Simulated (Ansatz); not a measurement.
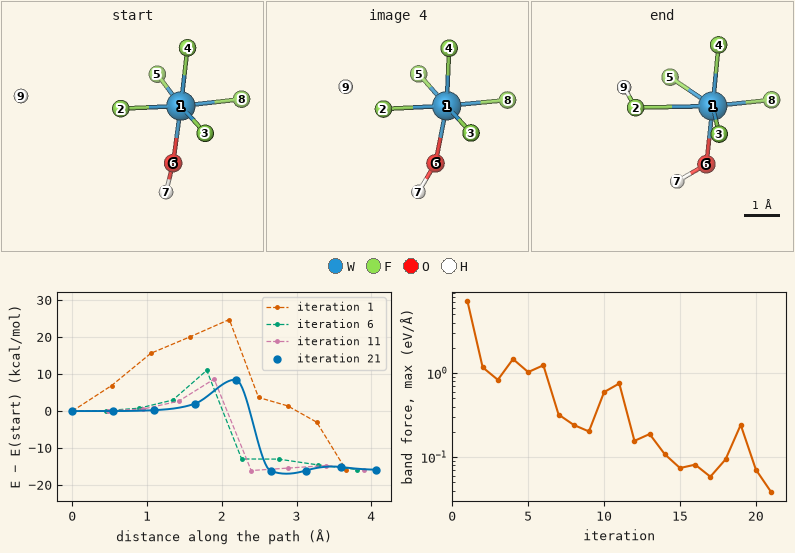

A nudged-elastic-band calculation for WH2OF5 (multiplicity 2), made up at the start of WHOF₅ and H. Images are numbered from 0 (start) to 8 (end). The plot follows the band through its iterations. A ball-and-stick model, seen at a tilt.

Theory: Ansatz, UKS PBE/def2-SVP. Settings: 7 movable images; climbing image; force threshold 0.05 eV/Å; iteration limit 60; starting path through a guess of the saddle point.

Judge this run.

Answer. The run is converged, with reservations. The band converged in 21 iterations. The largest component of the band force went from 7.2 to 0.039 eV/Å. The climbing image converged on the top of the path. Its vibrational analysis gives one imaginary mode (980i cm⁻¹), as a transition state must have. The first iteration put the highest image at 24.8 kcal/mol. Forward barrier 8.5 kcal/mol, backward barrier 24.3 kcal/mol, with image 4 at the top; the reaction energy is −15.8 kcal/mol. Image 5 lies below both ends, at −16.2 kcal/mol, which points to an intermediate minimum that so few images don't resolve.

Limits of the set-up: the start holds two separate molecules, 3.2 Å apart at their closest, whose relative position is a soft coordinate and is computed without a dispersion correction.

Cost: 8.2 min on 4 threads of Arm Neoverse V2 (shared host), peak memory 0.33 GiB.
